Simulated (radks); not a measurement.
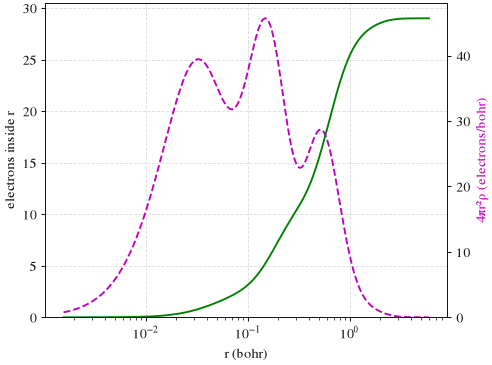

System: the germanium ion Ge³⁺, configuration [Ar] 3d10 4s1. The calculation used the in-house radial solver radks at this level: Dirac Kohn-Sham, AM05, spin-unpolarised, spherical densities, finite nucleus.

```
Z 32
configuration [Ar] 3d10 4s1
relativity Dirac
functional am05,am05
spin unpolarised
j_filling energy
nucleus finite rms 4.0742 fm
c 137.035999084
```

The plot shows the number of electrons inside radius r (solid) and the radial density 4πr²ρ (dashed).

Q: Describe it and give its main numbers.

Answer: The count levels off at 29 electrons. Half of them lie within 0.466 bohr, 90 % within 1.08 bohr and 99 % within 2.22 bohr. The radial density has minima at 0.0697 and 0.327 bohr, where the count stands at 2.1 and 11.0; these part the shells that the density resolves.
